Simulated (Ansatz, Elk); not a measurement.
**Cu2Ge2Ru: X-ray structure factors from the self-consistent density**

Structure refinements treat a crystal as free atoms side by side. For a made-up structure of Cu2Ge2Ru (cell and positions from a PBEsol relaxation) the runs below show what the calculated density changes in F(hkl).

Main program and level: Elk 11.2.3 (patched build); DFT, PBE, all-electron APW+lo, Dirac cores, scalar-relativistic bands, static density, no spin.

The structure was built from a prototype and need not be the compound's stable phase.

### 1. The structure

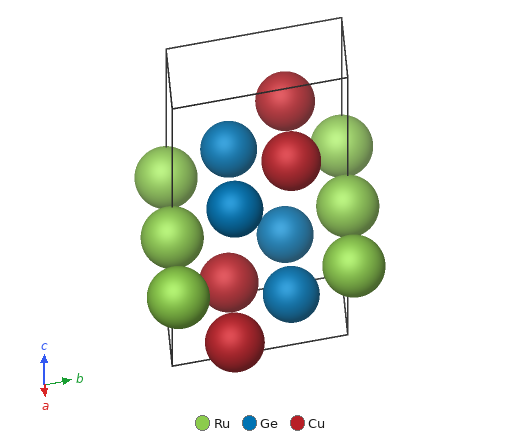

The cell as given, from a free direction (ruthenium green, germanium blue, copper red). 2×1×1 cells are drawn. Some periodic images of atoms are drawn too.

### 2. Ground state and structure factors

An all-electron density is needed, since X-rays see the cores too. Task 0 finds the density and task 195 Fourier-transforms it; tshift is off so that phases refer to the origin typed.

elk.in

```
tasks
  0
  195

xctype
  20

spinpol
  .false.

rgkmax
  7.0

gmaxvr
  14.0

lmaxo
  7

lmaxapw
  8

swidth
  0.002

tshift
  .false.

ramdisk
  .false.

hmaxvr
  5.5

maxscl
  120

epspot
  1e-06

sppath
  './'

avec
  7.58625078675 -0.00000000000 -0.00000000000
  -3.79312539337 6.56988590080 0.00000000000
  -0.00000000000 -0.00000000000 9.88103197027

atoms
  3
  'Ru.in'
  1
  -0.0000000000 -0.0000000000 0.5000000000   0.000000 0.000000 0.000000
  'Ge.in'
  2
  0.6666666667 0.3333333333 0.7249377653   0.000000 0.000000 0.000000
  0.3333333333 0.6666666667 0.2750622347   0.000000 0.000000 0.000000
  'Cu.in'
  2
  0.6666666667 0.3333333333 0.2065598971   0.000000 0.000000 0.000000
  0.3333333333 0.6666666667 0.7934401029   0.000000 0.000000 0.000000

ngridk
  7 7 5
```

On the command line:

```sh
> OMP_NUM_THREADS=4 elk
```

Numbers of over 12 decimals in the logs are rounded to 6 here.

What it wrote:

```text
┌─────────────────────────┐
│ Elk code version 11.2.3 │
└─────────────────────────┘

All units are atomic (Hartree, Bohr, etc.)

┌─────────────────────────────────────────────────┐
│ Ground-state run starting from atomic densities │
└─────────────────────────────────────────────────┘

Lattice vectors :
   7.586250787      -0.000000000      -0.000000000
  -3.793125393       6.569885901       0.000000000
  -0.000000000      -0.000000000       9.881031970

Reciprocal lattice vectors :
  0.8282332715      0.4781807022       0.000000000
   0.000000000      0.9563614045       0.000000000
   0.000000000       0.000000000      0.6358835116

Unit cell volume      :    492.4785588
Brillouin zone volume :   0.5036771835

Muffin-tin inner radius fraction :   0.1000000000E-01

Nuclei treated as point charges

Species : 1 (Ru)
 parameters loaded from : Ru.in
 name : ruthenium
 nuclear charge    :   -44.00000000
 electronic charge :    44.00000000
 atomic mass :    184239.3393
 muffin-tin radius :    2.600000000
 number of radial points in muffin-tin :   1193
 inner part over the whole radius :   0.9963931919E-02
 number on inner part of muffin-tin    :    849
 approximate nuclear radius :   0.8462081736E-04
 number of mesh points to nuclear radius :    422
 atomic positions (lattice), magnetic fields (Cartesian) :
  1 :   0.00000000  0.00000000  0.50000000    0.00000000  0.00000000  0.00000000

Species : 2 (Ge)
 parameters loaded from : Ge.in
 name : germanium
 nuclear charge    :   -32.00000000
 electronic charge :    32.00000000
 atomic mass :    132414.6196
 muffin-tin radius :    2.190958697
 number of radial points in muffin-tin :    993
 inner part over the whole radius :   0.9859209504E-02
 number on inner part of muffin-tin    :    700
 approximate nuclear radius :   0.7637961215E-04
 number of mesh points to nuclear radius :    342
 atomic positions (lattice), magnetic fields (Cartesian) :
  1 :  -0.33333333  0.33333333 -0.27506223    0.00000000  0.00000000  0.00000000
  2 :   0.33333333 -0.33333333  0.27506223    0.00000000  0.00000000  0.00000000

Species : 3 (Cu)
 parameters loaded from : Cu.in
 name : copper
 nuclear charge    :   -29.00000000
 electronic charge :    29.00000000
 atomic mass :    115837.2717
 muffin-tin radius :    2.190958697
 number of radial points in muffin-tin :    993
 inner part over the whole radius :   0.9847604933E-02
 number on inner part of muffin-tin    :    699
 approximate nuclear radius :   0.7406004541E-04
 number of mesh points to nuclear radius :    338
 atomic positions (lattice), magnetic fields (Cartesian) :
  1 :  -0.33333333  0.33333333  0.20655990    0.00000000  0.00000000  0.00000000
  2 :   0.33333333 -0.33333333 -0.20655990    0.00000000  0.00000000  0.00000000

Total number of atoms per unit cell :    5
Total muffin-tin volume :    249.8405436
 ratio of muffin-tin to unit cell volume :   0.5073125298

Spin treatment :
 spin-unpolarised

Number of Bravais lattice symmetries :   24
Number of crystal symmetries         :   12
Crystal has inversion symmetry
Real symmetric eigensolver will be used

k-point grid :      7     7     5
k-point offset :    0.000000000       0.000000000       0.000000000
k-point set is reduced with full crystal symmetry group
Total number of k-points :       32

Muffin-tin radius times maximum |G+k| :    7.000000000
 using average radius
Maximum |G+k| for APW functions       :    3.079946220
Maximum (1/2)|G+k|²                   :    4.743034359
Maximum |G| for potential and density :    14.00000000
Constant for pseudocharge density :    9
 order of it for each species :   16  16  16
 order of it for pair densities of each species (exact exchange by exxq0 0: 17) :   13   9   9
Radial integration step length :    1

G-vector grid sizes :     35    35    45
Number of G-vectors :    22773

Maximum angular momentum used for
 APW functions            :    8
 outer part of muffin-tin :    7
 inner part of muffin-tin :    2

Total nuclear charge    :   -166.0000000
[...]
electron entropic           :    -0.14992625438491E-02
 total energy                :     -12039.580004011

Density of states at Fermi energy :    111.7648027
 (states/Hartree/unit cell)

Estimated indirect band gap :   0.2025279339E-02
 from k-point 16 to k-point 11
Estimated direct band gap   :   0.5723977665E-02
 at k-point 11

Charges :
 core                        :    88.00000000
 valence                     :    78.00000000
 interstitial                :    7.872009288
 muffin-tins (core leakage)
  species : 1 (Ru)
   atom 1                    :    43.55681226     ( -0.2950928604E-06)
  species : 2 (Ge)
[...]
species : 3 (Cu)
[...]
total in muffin-tins        :    158.1279907
 total calculated charge     :    165.9962570
 total charge                :    166.0000000
 error                       :   0.3742964758E-02

RMS change in Kohn-Sham potential (target) :   0.5518928343     (  0.1000000000E-05)
Absolute change in total energy (target)   :   0.7540657885E-01 (  0.1000000000E-03)

[... loops 3 to 16 left out ...]

┌──────────────────┐
│ Loop number : 17 │
└──────────────────┘

Energies :
 Fermi                       :     0.305259
 sum of occupied eigenvalues :     -7007.4379682916
 electron kinetic            :      12368.921637889
 core electron kinetic       :      11554.135476833
 Coulomb                     :     -23980.172542801
 Coulomb potential           :     -18818.306138953
 nuclear-nuclear             :     -1675.2622656175
 electron-nuclear            :     -25842.213489836
 Hartree                     :      3537.3032126523
 Madelung                    :     -14571.019473324
 xc potential                :     -558.05346722742
 exchange                    :     -420.49319184499
 correlation                 :     -8.300815
 electron entropic           :    -0.13015987426053E-02
 total energy                :     -12040.046213562

Density of states at Fermi energy :    101.5095528
 (states/Hartree/unit cell)

Estimated indirect band gap :   0.6192827313E-03
 from k-point 10 to k-point 9
Estimated direct band gap   :   0.3543773185E-02
 at k-point 16

Charges :
 core                        :    88.00000000
 valence                     :    78.00000000
 interstitial                :    6.936833986
 muffin-tins (core leakage)
  species : 1 (Ru)
[...]
species : 2 (Ge)
[...]
species : 3 (Cu)
[...]
total in muffin-tins        :    159.0631660
 total calculated charge     :    165.9964757
 total charge                :    166.0000000
 error                       :   0.3524306944E-02

RMS change in Kohn-Sham potential (target) :   0.4408433567E-06 (  0.1000000000E-05)
Absolute change in total energy (target)   :   0.1248468652E-04 (  0.1000000000E-03)

Convergence targets achieved

┌──────────────────┐
│ Loop number : 18 │
└──────────────────┘

Energies :
 Fermi                       :     0.305259
 sum of occupied eigenvalues :     -7007.4379654523
 electron kinetic            :      12368.921609268
 core electron kinetic       :      11554.135465583
 Coulomb                     :     -23980.172517415
 Coulomb potential           :     -18818.306141389
 nuclear-nuclear             :     -1675.2622656175
 electron-nuclear            :     -25842.213436416
 Hartree                     :      3537.3031846192
 Madelung                    :     -14571.019446720
 xc potential                :     -558.05343333118
 exchange                    :     -420.49319028265
 correlation                 :     -8.300815
 electron entropic           :    -0.13015990076311E-02
 total energy                :     -12040.046215222

Density of states at Fermi energy :    101.5095758
 (states/Hartree/unit cell)

Estimated indirect band gap :   0.6192827581E-03
 from k-point 10 to k-point 9
Estimated direct band gap   :   0.3543762680E-02
 at k-point 16

Charges :
 core                        :    88.00000000
 valence                     :    78.00000000
 interstitial                :    6.936834492
 muffin-tins (core leakage)
  species : 1 (Ru)
[...]
species : 2 (Ge)
[...]
atom 2                    :    30.11534825     (  0.1098939097E-02)
  species : 3 (Cu)
   atom 1                    :    27.85800299     (  0.5065859860E-03)
   atom 2                    :    27.85800299     (  0.5065859860E-03)
 total in muffin-tins        :    159.0631655
 total calculated charge     :    165.9964757
 total charge                :    166.0000000
 error                       :   0.3524307137E-02

┌──────────────────────────────┐
│ Self-consistent loop stopped │
└──────────────────────────────┘

Warning : core states of species 2 leak from the muffin-tin :   0.1098939097E-02

Warning : core states of species 3 leak from the muffin-tin :   0.5065859860E-03

Wrote STATE.OUT
```

It took 44 s on 4 threads of Arm Neoverse V1, shared host; peak memory 0.18 GiB; 2.3 min of CPU time.

SFACRHO.OUT:

```text

h k l indices transformed by vhmat matrix:
   1.000000000       0.000000000       0.000000000    
   0.000000000       1.000000000       0.000000000    
   0.000000000       0.000000000       1.000000000    

      h      k      l  multipl.   |H|            Re(F)            Im(F)           |F|

      0      0      0      1   0.0000000       166.00000     -0.23731428E-17   166.00000    
      0      0      1      2  0.63588351      -35.806873      0.34172565E-14   35.806873    
      0      1      0      6  0.95636140      -14.891044      0.10251769E-13   14.891044    
      1      0      1      6   1.1484664      -43.930358      -0.0000000       43.930358    
     -1      0      1      6   1.1484664      -33.883152      0.51258847E-14   33.883152    
      0      0     -2      2   1.2717670      -54.171094      0.68345129E-14   54.171094    
      1      0     -2      6   1.5912318       41.768445      0.68345129E-14   41.768445    
      0      1     -2      6   1.5912318       106.63789     -0.15377654E-13   106.63789    
     -1     -1      0      6   1.6564665       122.33046      0.56501759E-13   122.33046    
      1     -2      1     12   1.7743250      -27.336046      0.34172565E-14   27.336046    
      0      0      3      2   1.9076505      -39.125226      0.10251769E-13   39.125226    
      2     -2      0      6   1.9127228      -11.975699      -0.0000000       11.975699    
      0     -2      1      6   2.0156528      -26.528347      0.42715706E-14   26.528347    
      2     -2      1      6   2.0156528      -36.395789      0.34172565E-14   36.395789    
     -2      1     -2     12   2.0883661      -44.563868     -0.46132962E-13   44.563868    
      0      1     -3      6   2.1339535      -14.184332     -0.20503539E-13   14.184332    
      1      0     -3      6   2.1339535      -35.426829     -0.85431412E-15   35.426829    
      0     -2     -2      6   2.2969327       90.219084      0.34172565E-13   90.219084
```

Elk indexes on the primitive cell of elk.in and gives |H| = 4π sin θ/λ in inverse bohr. Below, one row stands for each form hkl of the conventional cell (m members, Friedel mates merged), F is for one primitive cell and the density is static (no thermal factor). Free-atom factors are Waasmaier and Kirfel's, and R is Σm||F|−|F'||/Σm|F|.

```tsv
hkl	m	sin θ/λ (Å⁻¹)	abs F, DFT	neutral atoms	diff.
001	2	0.096	35.807	35.642	+0.165
100	6	0.144	14.891	15.010	-0.119
101	6	0.173	43.930	43.648	+0.283
011	6	0.173	33.883	34.539	-0.655
002	2	0.191	54.171	54.421	-0.249
012	6	0.239	41.768	41.949	-0.181
102	6	0.239	106.638	107.614	-0.976
110	6	0.249	122.331	123.530	-1.199
111	12	0.267	27.336	27.412	-0.076
003	2	0.287	39.125	39.669	-0.544
200	6	0.288	11.976	12.416	-0.441
201	6	0.303	26.528	26.837	-0.308
021	6	0.303	36.396	36.349	+0.047
112	12	0.314	44.564	45.158	-0.594
103	6	0.321	14.184	14.222	-0.037
013	6	0.321	35.427	35.206	+0.221
022	6	0.345	90.219	90.719	-0.500
202	6	0.345	35.577	35.619	-0.042
```

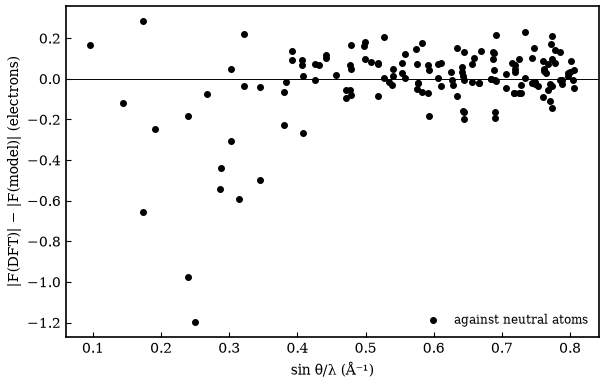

Difference between the calculated structure factors and the independent-atom ones.

### 3. The highest occupied states alone

An energy window below the Fermi level keeps the highest occupied states, to see at which angles they scatter; shallow core shells can lie inside it and anion s states outside. No new self-consistency is needed.

elk.in: that of step 2 with these lines changed.

```diff
@@ -1,3 +1,2 @@
 tasks
-  0
   195
@@ -40,2 +39,5 @@
 
+wsfac
+  -0.245980 0.605260
+
 sppath
```

On the command line:

```sh
> OMP_NUM_THREADS=4 elk
```

What it wrote:

```text
┌─────────────────────────────────┐
│ Elk code version 11.2.3 started │
└─────────────────────────────────┘

Info(readinput): the functional depends on the density's gradient
 muffin-tin radial points multiplied by    2.00000
 (not where nrmtscf is given)

┌────────────────────┐
│ Current task : 195 │
└────────────────────┘
Info(checkmt): changed muffin-tin radius of species 2 (Ge) from   2.4000 to   2.1910
Info(checkmt): changed muffin-tin radius of species 3 (Cu) from   2.4000 to   2.1910

Info(sfacrho): density structure factors written to SFACRHO.OUT

 Energy window :  -0.2459800000      0.6052600000

┌──────────────────┐
│ Elk code stopped │
└──────────────────┘
```

It took 11 s on 4 threads; peak memory 0.16 GiB.

States within 15 eV below the Fermi level hold 38.00 electrons; any levels below the window count with the cores. Their amplitudes can exceed the total, where window and core parts have opposite phase:

```tsv
hkl	sin θ/λ (Å⁻¹)	abs F, window	abs F, all
001	0.096	1.709	35.807
100	0.144	5.263	14.891
101	0.173	5.595	43.930
011	0.173	16.134	33.883
002	0.191	10.302	54.171
012	0.239	1.571	41.768
102	0.239	12.091	106.638
110	0.249	12.812	122.331
111	0.267	1.612	27.336
003	0.287	8.109	39.125
```

### 4. Another functional

The difference from free atoms is small, so it is set against the change that LDA (Perdew-Wang) makes.

elk.in: that of step 3 with these lines changed.

```diff
@@ -1,2 +1,3 @@
 tasks
+  0
   195
@@ -4,3 +5,3 @@
 xctype
-  20
+  3
 
@@ -39,5 +40,2 @@
 
-wsfac
-  -0.245980 0.605260
-
 sppath
```

On the command line:

```sh
> OMP_NUM_THREADS=4 elk
```

What it wrote:

```text
┌─────────────────────────┐
│ Elk code version 11.2.3 │
└─────────────────────────┘

All units are atomic (Hartree, Bohr, etc.)

┌─────────────────────────────────────────────────┐
│ Ground-state run starting from atomic densities │
└─────────────────────────────────────────────────┘

Lattice vectors :
   7.586250787      -0.000000000      -0.000000000
  -3.793125393       6.569885901       0.000000000
  -0.000000000      -0.000000000       9.881031970

Reciprocal lattice vectors :
  0.8282332715      0.4781807022       0.000000000
[...]
species : 3 (Cu)
   atom 1                    :    27.87158811     (  0.5285182273E-03)
   atom 2                    :    27.87158811     (  0.5285182273E-03)
 total in muffin-tins        :    159.1241618
 total calculated charge     :    165.9963938
 total charge                :    166.0000000
 error                       :   0.3606172055E-02

┌──────────────────────────────┐
│ Self-consistent loop stopped │
└──────────────────────────────┘

Warning : core states of species 2 leak from the muffin-tin :   0.1127807880E-02

Warning : core states of species 3 leak from the muffin-tin :   0.5285182273E-03

Wrote STATE.OUT
[key lines of the parts left out:]
total energy                :     -12024.711803144
```

Wall time 26 s (4 threads); peak memory 0.16 GiB.

Against the first run R = 0.04 %; the largest change is -0.063 at 300.

### 5. Basis size

A smaller basis shows how fast F responds to it; the change is likely larger than the basis error of the first run, but doesn't show convergence.

elk.in: that of step 4 with these lines changed.

```diff
@@ -5,3 +5,3 @@
 xctype
-  3
+  20
 
@@ -11,3 +11,3 @@
 rgkmax
-  7.0
+  5.5
```

On the command line:

```sh
> OMP_NUM_THREADS=4 elk
```

What it wrote:

```text
┌─────────────────────────┐
│ Elk code version 11.2.3 │
└─────────────────────────┘

All units are atomic (Hartree, Bohr, etc.)

┌─────────────────────────────────────────────────┐
│ Ground-state run starting from atomic densities │
└─────────────────────────────────────────────────┘

Lattice vectors :
   7.586250787      -0.000000000      -0.000000000
  -3.793125393       6.569885901       0.000000000
  -0.000000000      -0.000000000       9.881031970

Reciprocal lattice vectors :
  0.8282332715      0.4781807022       0.000000000
[...]
species : 3 (Cu)
   atom 1                    :    27.79243698     (  0.5071811267E-03)
   atom 2                    :    27.79243698     (  0.5071811267E-03)
 total in muffin-tins        :    158.8516415
 total calculated charge     :    165.9962670
 total charge                :    166.0000000
 error                       :   0.3732981780E-02

┌──────────────────────────────┐
│ Self-consistent loop stopped │
└──────────────────────────────┘

Warning : core states of species 2 leak from the muffin-tin :   0.1110115705E-02

Warning : core states of species 3 leak from the muffin-tin :   0.5071811267E-03

Wrote STATE.OUT
[key lines of the parts left out:]
total energy                :     -12039.793247195
```

Elapsed: 37 s, on 4 threads; peak memory 0.18 GiB; 1.9 min of CPU time.

Against the first run R = 0.04 %; the largest change is +0.115 at 022.

### 6. Settings against the effect

```tsv
run	R against the first run (%)	R against neutral atoms, low angle (%)	wall time
PBE, rgkmax 7	0.00	0.91	44 s
LDA (Perdew-Wang)	0.04	0.92	26 s
rgkmax 5.5	0.04	0.94	37 s
```

### 7. Results

| Quantity | Value |
| --- | --- |
| R against neutral atoms, sin θ/λ < 0.3 Å⁻¹ | 0.91 % |
| R against neutral atoms, 0.3 to 0.81 Å⁻¹ | 0.31 % |

In words: Independent neutral atoms miss the calculated amplitudes by R = 0.91 % below 0.3 Å⁻¹ and 0.31 % from there to 0.81 Å⁻¹; by shells, 0.65 % below 0.15 Å⁻¹ (2 forms), 0.93 % 0.15 to 0.3 (9 forms), 0.41 % 0.3 to 0.45 (21 forms), 0.28 % above 0.45 (117 forms). Bonding, aspherical density and the tables' own atoms all enter these figures, and the runs don't part them. The largest change of an amplitude is -1.20 electrons, at 110. The window's part falls from 38.0 electrons at the origin to at most 4.64 between 0.45 and 0.81 Å⁻¹, where compact states inside the window still scatter. Below 0.3 Å⁻¹ the changes that finished (LDA (Perdew-Wang) and rgkmax 5.5) move F by R = 0.04 % at most, against the 0.91 % that separates it from free atoms. The k-mesh has no finished test. These runs have no spin, though d or f shells may be open. Part of the difference isn't bonding: the tables are fits to free atoms and ions calculated by other methods than this functional. Thermal motion, anomalous dispersion and extinction are left out.

[Logs are printed without paths, hosts, clocks, repeated set-up lines and the standing remarks that a program may print on its own settings, such as how far it seeks lower states.]

[Hosts, paths, dates, database ids (printed as entryN), source tags and the programs' standing remarks are cut or masked in the printed files.]
